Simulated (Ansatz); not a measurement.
## Phonons of BaPbO3 (Pm-3m) against volume

Aim: how the phonons of BaPbO3 (Pm-3m) shift with volume, and the thermal expansion that follows.

Main program and level: Ansatz 0.2.0; DFT PBEsol, scalar-relativistic, plane waves, PAW; PAW set soft_1.

## Step 1: Starting point

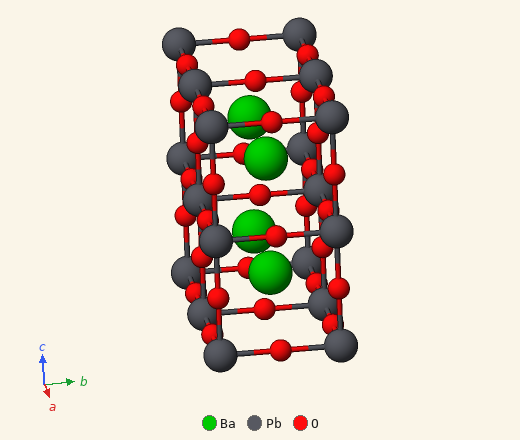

The cell as given, slightly off an axis (barium green, lead dark grey, oxygen red). 2×1×2 cells are drawn. Some periodic images of atoms are drawn too.

## Step 2: Response at finite wavevector

The cell comes from relaxations at this level that are not shown. Stability and thermal properties need the whole zone. Linear response on a 4×4×4 q mesh gives force constants as far as a supercell of that size would.

input.yaml

```yaml
crystal:
  lattice:
    - [4.2810684894, 0.0, 0.0]
    - [0.0, 4.2810684894, 0.0]
    - [0.0, 0.0, 4.2810684894]
  atoms:
    - { symbol: Ba, position: [0.5, 0.5, 0.5] }
    - { symbol: Pb, position: [0.0, 0.0, 0.0] }
    - { symbol: O, position: [0.0, 0.5, 0.0] }
    - { symbol: O, position: [0.0, 0.0, 0.5] }
    - { symbol: O, position: [0.5, 0.0, 0.0] }
kpoints:
  mp_grid: { grid: [8, 8, 8] }
hamiltonian:
  xc: pbesol
  pseudopotentials: { kind: paw, azcp: { folder: soft_1 }, xc_functional: pbe }
scf:
  occupations: { method: methfessel_paxton, width: 0.2 }
output:
  eigenvalues: true
phonons:
  method: dfpt
  qmesh: [4, 4, 4]
  temperatures: { t_max: 1000, t_step: 50 }
  qpath:
    path:
      - [[0.0, 0.0, 0.0], [0.0, 0.5, 0.0], [0.5, 0.5, 0.0], [0.0, 0.0, 0.0], [0.5, 0.5, 0.5], [0.0, 0.5, 0.0]]
      - [[0.5, 0.5, 0.5], [0.5, 0.5, 0.0]]
    npoints: 10
```

On the command line:

```bash
$ ansatz run input.yaml --threads 4 --pin off --max-ram 10240MiB --backend cpu --events-out ev --progress --plain --runs-dir out
```

Numbers of over 12 decimals in the logs are rounded to 6 here.

The log of the run:

```text
Engine: ansatz 0.2.0, aarch64-unknown-linux-gnu
Pseudopotentials: kind: paw
Pseudopotential: Ba, paw, valence charge 10, recommended cutoff 420 eV (normal), soft_1/Ba.paw.azcp
Pseudopotential: Pb, paw, valence charge 14, recommended cutoff 420 eV (normal), soft_1/Pb.paw.azcp
Pseudopotential: O, paw, valence charge 6, recommended cutoff 420 eV (normal), soft_1/O.paw.azcp
Functional definition: PBEsol
  exchange = pbesol_x
  correlation = pbesol_c
Crystal: 5 atoms, lattice volume = 78.461 Å³
Basis set: ecut = 420 eV, 1551 PW (Γ), exchange–correlation on 60×60×60 points (8 copies of the dense FFT grid, shifted against one another)
Bands: 26, of which v1, the nominal top of the filled ones, is band 21 counted from 1 (20 counted from 0)
Symmetry: 48 space group operations
k-points: 35 of 512
Non-local potential: Ba, projectors of the file, l = 0: 3, l = 1: 2, l = 2: 2, l = 3: 2
Non-local potential: Pb, projectors of the file, l = 0: 2, l = 1: 2, l = 2: 2, l = 3: 1
Non-local potential: O, projectors of the file, l = 0: 2, l = 1: 2, l = 2: 1
PAW form: soft (Blöchl's): semilocal exchange-correlation on the pseudo side does not see the compensation charge
PAW frozen core: Ba, regenerated for the run's functional, and the local potential with it (the file was generated under x = pbe(κ = 0.804, μ = 0.219515), c = pbe(β = 0.066725))
PAW frozen core: Pb, regenerated for the run's functional, and the local potential with it (the file was generated under x = pbe(κ = 0.804, μ = 0.219515), c = pbe(β = 0.066725))
PAW frozen core: O, regenerated for the run's functional, and the local potential with it (the file was generated under x = pbe(κ = 0.804, μ = 0.219515), c = pbe(β = 0.066725))
PAW one-centre angular grid: Ba, 194 points (default); XC on 64 Gauss nodes
PAW one-centre angular grid: Pb, 590 points (default); XC on 64 Gauss nodes
PAW one-centre angular grid: O, 110 points (default); XC on 64 Gauss nodes
Initial density: superposition of atomic densities (chi_scale 0.1, normalization cell, long waves kept (reshape's long-wave potential 0.00 eV rms))
Initial wavefunctions: pseudopotential atomic-orbital guess
Functional: x = pbesol(κ = 0.804, μ = 0.123457), c = pbesol(β = 0.046)
SCF iter   1: F=—  HF=-19304.939741 eV  |F-HF|=—  |Δ(HF+E_count)|=         —  Δρ=5.67e-2  dr2=3.60e0  ethr=3.10e-3  ⟨swp⟩=11.0  Hψ=6009  notcnv=0
preconditioner: auto → Resta (q_TF=auto, 2.458 Å⁻¹)  ε∞=4.8  [insulator: Δε(μ)=0.307 eV  Ē_g=13.648 eV  σ=0.200 eV  W_gap=0.63  n_scr=18 (ndim 8)  ℏωp=26.5 eV  f_vac=0.000  D(μ)=0.30/eV (n_scr^D=0)  ε∞_Penn≈4.8]
SCF iter   2: F=—  HF=-19304.046806 eV  |F-HF|=—  |Δ(HF+E_count)|=   8.93e-1  S|Δr|=    0.00e0  Δρ=3.21e-2  dr2=1.32e0  ethr=3.10e-3  ⟨swp⟩=3.9  Hψ=1927  notcnv=0  defer=31
SCF iter   3: F=—  HF=-19303.526638 eV  |F-HF|=—  |Δ(HF+E_count)|=   5.20e-1  S|Δr|=    0.00e0  Δρ=8.21e-3  dr2=7.98e-2  ethr=3.10e-3  ⟨swp⟩=4.2  Hψ=1737  notcnv=0  defer=31
SCF iter   4: F=—  HF=-19303.498164 eV  |F-HF|=—  |Δ(HF+E_count)|=   2.85e-2  S|Δr|=    0.00e0  Δρ=1.89e-3  dr2=2.73e-3  ethr=1.90e-4  ⟨swp⟩=3.4  Hψ=2055  notcnv=0  defer=31
SCF iter   5: F=—  HF=-19303.498124 eV  |F-HF|=—  |Δ(HF+E_count)|=   3.98e-5  S|Δr|=    0.00e0  Δρ=3.56e-4  dr2=1.19e-4  ethr=6.50e-6  ⟨swp⟩=2.6  Hψ=1578  notcnv=0  defer=31
SCF iter   6: F=—  HF=-19303.498117 eV  |F-HF|=—  |Δ(HF+E_count)|=   7.67e-6  S|Δr|=    0.00e0  Δρ=7.67e-5  dr2=3.44e-6  ethr=2.84e-7  ⟨swp⟩=2.5  Hψ=1722  notcnv=0  defer=31
SCF iter   7: F=—  HF=-19303.498119 eV  |F-HF|=—  |Δ(HF+E_count)|=   2.85e-6  S|Δr|=    0.00e0  Δρ=1.91e-5  dr2=2.85e-7  ethr=8.19e-9  ⟨swp⟩=2.1  Hψ=1515  notcnv=0  defer=31
SCF iter   8: F=—  HF=-19303.498120 eV  |F-HF|=—  |Δ(HF+E_count)|=   2.91e-7  S|Δr|=    0.00e0  Δρ=4.57e-6  dr2=1.93e-8  ethr=6.80e-10  ⟨swp⟩=2.1  Hψ=1412  notcnv=0  defer=31
SCF iter   9: F=—  HF=-19303.498120 eV  |F-HF|=—  |Δ(HF+E_count)|=   2.57e-8  S|Δr|=    0.00e0  Δρ=1.25e-6  dr2=1.34e-9  ethr=4.59e-11  ⟨swp⟩=2.6  Hψ=1764  notcnv=0  defer=31
SCF iter  10: F=—  HF=-19303.498120 eV  |F-HF|=—  |Δ(HF+E_count)|=  1.60e-10  S|Δr|=    0.00e0  Δρ=4.13e-7  dr2=8.02e-11  ethr=3.20e-12  ⟨swp⟩=2.2  Hψ=1576  notcnv=0  defer=31
SCF iter  11: F=-19303.498120 eV  HF=-19303.498120 eV  |F-HF|=3.64e-12  |Δ(HF+E_count)|=  7.28e-12  S|Δr|=    0.00e0  Δρ=7.23e-8  dr2=2.64e-12  ethr=1.00e-12  ⟨swp⟩=18.6  Hψ=7142  notcnv=0
SCF 1 converged in 11 iterations: F = -19303.498120 eV  dr2 = 2.64e-12
  greatest PAW one-centre occupation: 0.986 electrons in one spin orbital (limit 2), on the Pb atom at site 1 (counted from 0), in its partial waves of l = 2
Initial density: read from a saved state, or passed on in memory by an earlier SCF of this step, an earlier step, the calling program or the single point that the run made first
iter 1 solved again at ethr=5.90e-7 eV; its pass at ethr=3.10e-3 eV (dr2=2.48e-4 eV) is discarded
SCF iter   1: F=—  HF=-19303.498120 eV  |F-HF|=—  |Δ(HF+E_count)|=         —  Δρ=2.06e-6  dr2=1.59e-9  ethr=5.90e-7  ⟨swp⟩=3.5  Hψ=7895  notcnv=0
eigensolver tolerance schedule: the retry pair's looser diagonalisation over-reported the residual by 155844.68 of it (diagonalisation noise at an unbounded share of the residual, at the tolerance the schedule requests for it); recorded, not acted on — ethr = c·dr2/N_el stays at c = 1.0e-1
preconditioner: auto → Kerker (q_TF=auto, 2.458 Å⁻¹)  [metal: Δε(μ)=0.001 eV  Ē_g=15.630 eV  σ=0.200 eV  W_gap=0.01  n_scr=18 (ndim 8)  ℏωp=27.2 eV  f_vac=0.000  D(μ)=1.01/eV (n_scr^D=6)]
SCF iter   2: F=—  HF=-19303.498120 eV  |F-HF|=—  |Δ(HF+E_count)|=   4.65e-7  S|Δr|=    0.00e0  Δρ=1.01e-6  dr2=2.51e-10  ethr=3.79e-12  ⟨swp⟩=5.2  Hψ=2956  notcnv=0
SCF iter   3: F=—  HF=-19303.498120 eV  |F-HF|=—  |Δ(HF+E_count)|=  6.18e-11  S|Δr|=    0.00e0  Δρ=6.69e-7  dr2=1.24e-10  ethr=1.00e-12  ⟨swp⟩=1.2  Hψ=920  notcnv=0
SCF iter   4: F=—  HF=-19303.498120 eV  |F-HF|=—  |Δ(HF+E_count)|=  2.55e-11  S|Δr|=    0.00e0  Δρ=3.34e-7  dr2=4.09e-11  ethr=1.00e-12  ⟨swp⟩=1.3  Hψ=919  notcnv=0
SCF iter   5: F=—  HF=-19303.498120 eV  |F-HF|=—  |Δ(HF+E_count)|=  7.28e-12  S|Δr|=    0.00e0  Δρ=2.64e-7  dr2=2.62e-11  ethr=1.00e-12  ⟨swp⟩=1.3  Hψ=938  notcnv=0
SCF iter   6: F=—  HF=-19303.498120 eV  |F-HF|=—  |Δ(HF+E_count)|=    0.00e0  S|Δr|=    0.00e0  Δρ=1.93e-7  dr2=1.41e-11  ethr=1.00e-12  ⟨swp⟩=1.2  Hψ=932  notcnv=0
SCF iter   7: F=-19303.498120 eV  HF=-19303.498120 eV  |F-HF|=3.64e-12  |Δ(HF+E_count)|=  7.28e-12  S|Δr|=    0.00e0  Δρ=1.08e-7  dr2=4.47e-12  ethr=1.00e-12  ⟨swp⟩=5.6  Hψ=3002  notcnv=0
SCF 2 converged in 7 iterations: F = -19303.498120 eV  dr2 = 4.47e-12
phonons: the bands overlap, so this run is a metal and interpolates without the dipole-dipole term. If the crystal is really an insulator or semiconductor, its LO-TO splitting is missing
NSCF: frozen V_eff on 35 k-points
WARN: eigensolver did not converge in 5 slots of this pass, the one above among them; of largest residual over every band (k=13): 1 band(s) unlocked (lowest unlocked band 25, counted from 0; max residual 3.88e-5 eV among the unlocked bands, 3.88e-5 eV over every band); of lowest unlocked band (k=13): band 25
NSCF: frozen V_eff on 125 k-points
DFPT response loops at q = (0, 0, 0) (fractional): preconditioner auto → Kerker (q_TF=auto, 2.458 Å⁻¹) (partly filled bands, converged f_vac=0.000); β = 1.00, the filter's whole step (`scf.mixing.beta` (0.50) is not read by the response loops under this deck's `scf.mixing.preconditioner`; to damp them name `kerker` or `kerker_dos`, under which they read `scf.mixing.beta`, and type it under 1.00, their step now; both keys bind the ground state too); Broyden in place of MSR1
NSCF: frozen V_eff on 400 k-points
DFPT response loops at q = (0, 0, 0.25) (fractional): mixed as the last ones told, above
NSCF: frozen V_eff on 250 k-points
DFPT response loops at q = (0, 0, -0.5) (fractional): mixed as the last ones told, above
NSCF: frozen V_eff on 640 k-points
DFPT response loops at q = (0, 0.25, 0.25) (fractional): mixed as the last ones told, above
NSCF: frozen V_eff on 400 k-points
DFPT response loops at q = (0, 0.25, -0.5) (fractional): mixed as the last ones told, above
NSCF: frozen V_eff on 250 k-points
DFPT response loops at q = (0, -0.5, -0.5) (fractional): mixed as the last ones told, above
NSCF: frozen V_eff on 1024 k-points
DFPT response loops at q = (0.25, 0.25, 0.25) (fractional): mixed as the last ones told, above
NSCF: frozen V_eff on 640 k-points
DFPT response loops at q = (0.25, 0.25, -0.5) (fractional): mixed as the last ones told, above
NSCF: frozen V_eff on 400 k-points
DFPT response loops at q = (0.25, -0.5, -0.5) (fractional): mixed as the last ones told, above
NSCF: frozen V_eff on 250 k-points
DFPT response loops at q = (-0.5, -0.5, -0.5) (fractional): mixed as the last ones told, above
SCF converged after 11 iterations
Stability not checked: this state was not tested for a lower state beside it, because cold or Methfessel-Paxton smearing, or corrected tetrahedra, fill the levels in a way that the test cannot read (fill_not_monotonic; see scf.lower_state_search)
Free energy (F): -19303.498120 eV
Harris-Foulkes:  -19303.498120 eV  (|F-HF|=3.64e-12)
Internal energy: -19303.509129 eV  (E = F + TS)
E sigma→0 (E₀):  -19303.500872 eV
Entropy (-TS):   0.011009 eV (2.202 meV/atom)
Fermi energy:    9.133921 eV
--- Per-component energies (eV) ---
  E_band       = -15.329036
  E_kinetic    = 958.979891
  E_local      = -2322.977761  (includes V_loc(G=0)·N_el)
  E_nonlocal   = 567.517733
  E_hartree    = 888.829646
  E_xc         = -608.539443
  E_vxc        = -533.905020  (∫ρ·V_xc dr)
  E_paw        = -15836.631062  (= ΣΔE_a)
  E_vpaw       = -462.605330  (= ΣTr[D̂ρ^β])
  E_aug_tail   = 0.002234  (compensation charges beyond the density's cutoff)
  E_ewald      = -2951.009838
  E_core_change = 0.319471  (= ΣΔE_core)
  E_smearing   = 0.011009  (= −TS)
  E_closure    = -0.000000  (closes the sum)
  Σ components = -19303.498120   (vs F -19303.498120, Δ=0.00e0)
--- Band table (eV; the first three rows and the last of 35) ---
  k-point 0: bands = [... 17 lower, 8.1490, 8.1490, 8.5166, 8.5166, 8.5166, 13.8033, 13.8033, 15.5002, ... 1 higher]
  k-point 1: bands = [... 17 lower, 8.1201, 8.1201, 8.4847, 8.4847, 8.9870, 14.0241, 14.0325, 15.7890, ... 1 higher]
  k-point 2: bands = [... 17 lower, 8.0625, 8.0625, 8.4093, 8.4093, 10.3010, 14.5671, 14.6166, 16.2365, ... 1 higher]
  k-point 34: bands = [... 17 lower, 9.0650, 9.0650, 9.1350, 9.1350, 13.9133, 13.9133, 13.9133, 15.8997, ... 1 higher]
--- Phonons (Γ-DFPT): 4 representative perturbations + reference (Σ response iterations 13) ---
  ASR residual: 4.749e-5 → 0.000e0 eV/Å²; symmetrization residual: 1.159e-6 eV/Å²
  ASR residual per site (eV/Å²): 2.54e-6 4.59e-6 4.75e-5 4.75e-5 4.75e-5
  Γ frequencies (cm⁻¹): 0.00 0.00 0.00 44.03 44.03 44.03 83.25 83.25 83.25 130.93 130.93 130.93 564.33 564.33 564.33
--- Phonons (arbitrary-q DFPT): 10 irreducible q on the 4×4×4 mesh ---
  q = [0.0000, 0.0000, 0.0000] (star 1, of the zone-centre solve; hermiticity 1.32e-7, symmetrization 2.97e-12): -0.00 0.00 0.00 44.03 44.03 44.03 83.25 83.25 83.25 130.93 130.93 130.93 564.33 564.33 564.33
  q = [0.0000, 0.0000, 0.2500] (star 6, 9 solved perturbations in 1560 linear systems a pass and spin channel, the states on 200 of 512 k-point pairs; hermiticity 2.93e-7, symmetrization 7.18e-13): 40.24 40.24 59.88 59.88 78.71 102.07 102.07 110.73 125.24 130.52 130.52 222.60 568.14 568.14 578.99
  q = [0.0000, 0.0000, -0.5000] (star 3, 9 solved perturbations in 975 linear systems a pass and spin channel, the states on 125 of 512 k-point pairs; hermiticity 6.49e-8, symmetrization 6.74e-13): 52.50 52.50 72.47 72.47 99.59 120.57 120.57 131.22 131.22 135.00 161.43 282.16 572.01 572.01 591.25
  q = [0.0000, 0.2500, 0.2500] (star 12, 9 solved perturbations in 2460 linear systems a pass and spin channel, the states on 320 of 512 k-point pairs; hermiticity 2.97e-7, symmetrization 2.16e-14): -80.03 35.87 51.64 76.11 77.70 97.10 116.52 124.20 132.11 162.94 168.76 264.70 501.38 572.09 626.66
  q = [0.0000, 0.2500, -0.5000] (star 12, 15 solved perturbations on 200 of 512 k-point pairs; hermiticity 1.87e-7, symmetrization 1.44e-14): -108.48 51.83 57.89 64.51 87.47 111.47 131.45 135.44 146.01 174.53 196.12 285.98 468.09 575.98 635.81
  q = [0.0000, -0.5000, -0.5000] (star 3, 9 solved perturbations in 975 linear systems a pass and spin channel, the states on 125 of 512 k-point pairs; hermiticity 1.32e-7, symmetrization 1.99e-13): -150.23 27.50 27.50 60.67 97.27 136.14 136.14 142.10 142.10 208.80 208.80 292.64 310.37 579.82 642.33
  q = [0.2500, 0.2500, 0.2500] (star 8, 4 solved perturbations in 1376 linear systems a pass and spin channel, the states on 512 of 512 k-point pairs; hermiticity 1.77e-7, symmetrization 3.12e-13): -99.26 -62.26 -62.26 56.66 56.66 73.53 141.93 148.70 148.70 195.12 195.12 270.90 503.83 503.83 646.44
  q = [0.2500, 0.2500, -0.5000] (star 12, 9 solved perturbations in 2460 linear systems a pass and spin channel, the states on 320 of 512 k-point pairs; hermiticity 1.64e-7, symmetrization 1.65e-13): -125.05 -93.47 -68.70 61.26 63.54 66.84 147.61 149.67 183.02 206.11 215.13 274.94 451.50 506.94 652.68
  q = [0.2500, -0.5000, -0.5000] (star 6, 9 solved perturbations in 1560 linear systems a pass and spin channel, the states on 200 of 512 k-point pairs; hermiticity 1.06e-7, symmetrization 1.21e-13): -157.67 -113.92 -113.92 63.82 63.82 65.67 150.33 184.53 184.53 226.15 226.15 268.53 316.05 493.26 656.44
  q = [-0.5000, -0.5000, -0.5000] (star 1, 4 solved perturbations in 350 linear systems a pass and spin channel, the states on 125 of 512 k-point pairs; hermiticity 5.43e-8, symmetrization 1.53e-13): -163.44 -163.44 -163.44 65.58 65.58 65.58 189.91 189.91 189.91 240.92 240.92 240.92 319.76 319.76 658.28
  sum rule: each row above includes the acoustic sum rule's correction from the zone centre's row sums; it moved no ω² by more than (0.90 cm⁻¹)²
  mesh force constants: q→R imaginary residual 1.21e-18; ASR residual 4.749e-5 → 0.000e0 eV/Å²; symmetrization residual 1.421e-14 eV/Å²
  interpolated dispersion: 62 rows × 15 modes
  density of states and harmonic sums: on the 16×16×16 q-mesh, interpolated from the force constants of a 4×4×4 supercell (no non-analytic term)
  largest difference from the sums on the solved wave vectors: F 7.52e-2 eV, S 9.08e-5 and C_V 2.16e-5 eV/K
  zero-point energy: 0.185078 eV/cell   skipped modes (ω ≤ 0): 251, of them read as no rigid motion or as one in doubt: 248 (1.552e0 modes/cell left out, lowest -163.44 cm⁻¹)   left out of the sums: 1.03e-1 of the cell's modes: C_V's classical limit lies that fraction below 3 k_B per atom; for a crystal, a wire or a layer, F and S can be off by more, and a phonons.interpolated_qmesh denser along its periods is the remedy for the sampling
```

The job ended after 11 min (4 threads of Arm Neoverse V2, shared host; peak memory 2.6 GiB).

The column dr2 measures how far the density is from self-consistency, as an energy; F and HF (Harris–Foulkes) agree once it is small.

This step gave:

- volume per atom: 15.69 Å³
- gap on the k-mesh: 0 eV
- sum-rule residual before enforcement: 4.75e-5 eV/Å²
- lowest frequency on the path: -163.4 cm⁻¹
- point group: m-3m
- highest frequency on the path or at a solved wavevector: 659.7 cm⁻¹
- highest optical mode at the zone centre (no LO-TO term): 564.3 cm⁻¹
- lowest optical zone-centre mode: 44.03 cm⁻¹
- lowest mode on the q mesh (acoustic modes at Γ apart): -163.4 cm⁻¹

Frequencies (cm⁻¹) solved at each irreducible wavevector; negative means imaginary. Frequencies by wavevector, by row:

```
q in reciprocal lattice units  star  mode 1  mode 2  mode 3  mode 4  mode 13  mode 14  mode 15
                        0 0 0     1       0       0       0      44    564.3    564.3    564.3
                     0 0 0.25     6    40.2    40.2    59.9    59.9    568.1    568.1      579
                     0 0 -0.5     3    52.5    52.5    72.5    72.5      572      572    591.2
                  0 0.25 0.25    12     -80    35.9    51.6    76.1    501.4    572.1    626.7
                  0 0.25 -0.5    12  -108.5    51.8    57.9    64.5    468.1      576    635.8
                  0 -0.5 -0.5     3  -150.2    27.5    27.5    60.7    310.4    579.8    642.3
               0.25 0.25 0.25     8   -99.3   -62.3   -62.3    56.7    503.8    503.8    646.4
               0.25 0.25 -0.5    12    -125   -93.5   -68.7    61.3    451.5    506.9    652.7
               0.25 -0.5 -0.5     6  -157.7  -113.9  -113.9    63.8    316.1    493.3    656.4
               -0.5 -0.5 -0.5     1  -163.4  -163.4  -163.4    65.6    319.8    319.8    658.3
```

Symmetry leaves 10 wavevectors to solve. The lowest mode among them, the acoustic zeros apart, lies at q = (-0.5, -0.5, -0.5) and is imaginary, 163.4i cm⁻¹, so the energy falls along it.

## Step 3: Relaxing at another volume, volume ratio 0.97

The volume is scaled by 0.97 and held; symmetry leaves nothing to relax, so this is a single point. The modes can then be followed against volume.

input.yaml, the sections that differ from step 2:

```yaml
crystal:
  lattice:
    - [4.2378224166, 0.0, 0.0]
    - [0.0, 4.2378224166, 0.0]
    - [0.0, 0.0, 4.2378224166]
  atoms:
    - { symbol: Ba, position: [0.5, 0.5, 0.5] }
    - { symbol: Pb, position: [0.0, 0.0, 0.0] }
    - { symbol: O, position: [0.0, 0.5, 0.0] }
    - { symbol: O, position: [0.0, 0.0, 0.5] }
    - { symbol: O, position: [0.5, 0.0, 0.0] }
output:
  forces: true
  stress: true
  eigenvalues: true
# kpoints, hamiltonian, scf: as in step 2
# phonons: removed
```

The log of the run:

```text
[...]
Crystal: 5 atoms, lattice volume = 76.108 Å³
Basis set: ecut = 420 eV, 1503 PW (Γ), exchange–correlation on 60×60×60 points (8 copies of the dense FFT grid, shifted against one another)
Bands: 26, of which v1, the nominal top of the filled ones, is band 21 counted from 1 (20 counted from 0)
Symmetry: 48 space group operations
[...]
k-points: 35 of 512
[...]
k-point 0: bands = [... 17 lower, 8.5149, 8.5149, 8.9278, 8.9278, 8.9278, 14.2518, 14.2518, 16.1398, ... 1 higher]
  k-point 1: bands = [... 17 lower, 8.4864, 8.4864, 8.8935, 8.8935, 9.5327, 14.4829, 14.4907, 16.4370, ... 1 higher]
  k-point 2: bands = [... 17 lower, 8.4293, 8.4293, 8.8150, 8.8150, 10.9411, 15.0510, 15.1052, 16.7607, ... 1 higher]
  k-point 34: bands = [... 17 lower, 9.4771, 9.4771, 9.6562, 9.6562, 14.4455, 14.4456, 14.4456, 16.7095, ... 1 higher]
[key lines of the parts left out:]
SCF converged after 8 iterations
Free energy (F): -19303.471692 eV
Fermi energy:    9.619075 eV
P = ⅓ Tr σ = 3.7425 GPa (37.425 kbar)
```

Wall time 1.5 s (4 threads); peak memory 0.39 GiB; 5.2 s of CPU time.

Numbers from this step:

```yaml
pressure: 3.742 GPa
volume_per_atom: 15.22 Å³
```

The run ends at a pressure of 3.74 GPa.

[end of part 1 of 2]

[Logs are printed without paths, hosts, clocks, repeated set-up lines and the standing remarks that a program may print on its own settings, such as how far it seeks lower states.]

[Hosts, paths, dates, database ids (printed as entryN), source tags and the programs' standing remarks are cut or masked in the printed files.]
